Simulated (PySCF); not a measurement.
## Electronic structure of C$_{5}$H$_{8}$AlBCl$_{2}$ in real space

Input

```
{"job": {"kind": "nmr", "xc": "PBE0", "basis": "pcSseg-1"}, "charge": 0, "multiplicity": 1}
Cl     2.242800     2.233650    -0.053259
B      2.731860     0.439609    -0.125696
Cl     4.358254     0.109250    -0.515072
C      1.465256    -0.314925    -0.176181
C      0.707862    -1.215205     0.453516
C     -0.710457    -1.443625     0.046337
C     -1.583004    -0.345103     0.695058
C     -1.418731     1.019554     0.000578
Al     0.360839     1.292758    -0.888613
H      1.037707    -1.716055     1.359591
H     -1.059010    -2.426949     0.364361
H     -0.805238    -1.357646    -1.040078
H     -1.304153    -0.260194     1.747538
H     -2.628461    -0.663313     0.656045
H     -1.804754     1.797498     0.671261
H     -2.092181     1.043018    -0.871857
H      0.494412     1.819708    -2.333438
```

Launched as:

```sh
OMP_NUM_THREADS=1 python probes_run.py task.json out
```

Geometry: GFN2-xTB.

The calculation used PBE0/pcSseg-1, SCF density, gas phase, non-relativistic (PySCF 2.14.0).

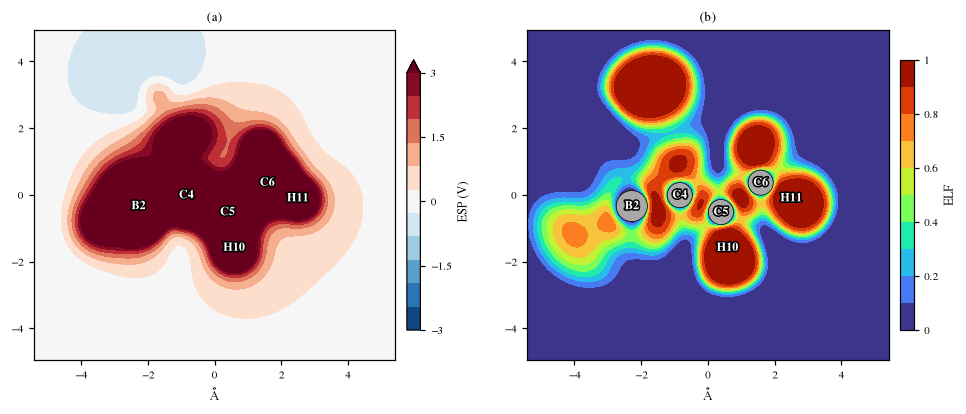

Figure 1. (a) electrostatic potential; (b) electron localisation function on the plane of atoms C4, C5 and H10. Grey discs cover the atomic cores in the ELF map.

What does the map show?

Answer.
- Atoms in the plane: B, C and H.
- C–C (1.33 Å): the ELF peaks at about 0.90 between the atoms: a multiple bond.
- C–B (1.48 Å): the ELF peaks at about 0.95 between the atoms: a covalent bond.
- C–H (1.09 Å): the ELF climbs to about 1 towards the hydrogen, as it does in any bond to H: an ordinary covalent bond to hydrogen.
- C–C (1.49 Å): the ELF peaks at about 0.95 between the atoms (a covalent bond).
- Outside the dense part of the molecule the potential is most negative (−0.7 V) near H17, which lies off the plane.

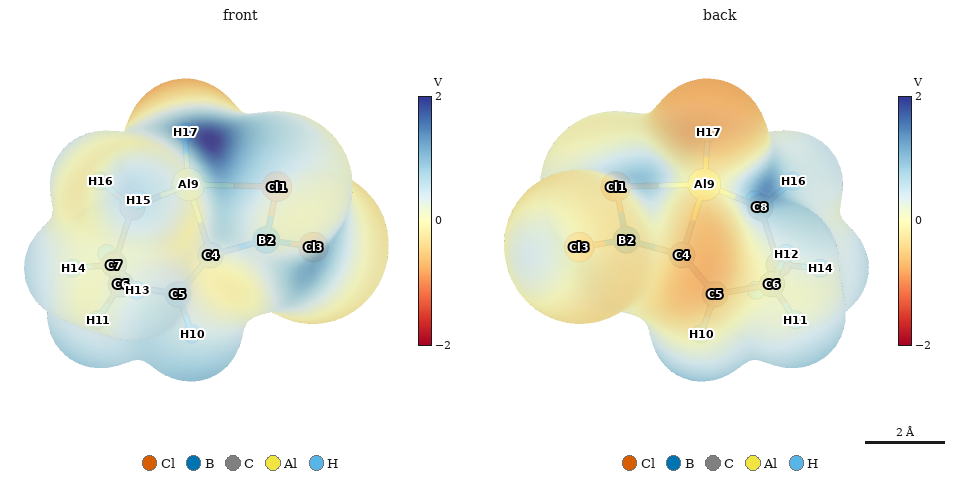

Figure 2. The molecular electrostatic potential painted on the density surface at 0.002 e/bohr³, seen from the front and from behind; red is negative and blue positive.

Which sites attract a positive test charge, and which a negative one?

Answer. A positive charge is drawn to the negative regions and a negative charge to the positive ones. The most negative region (about −0.7 V) lies over C4 and H17, the most positive (about +1.8 V) over Al9. Cl3 shows a σ-hole: about +0.4 V at the tip opposite its bond, against about −0.2 V on its flanks.

How polar is the molecule by this calculation?

Answer. Its dipole moment is 1.93 D.
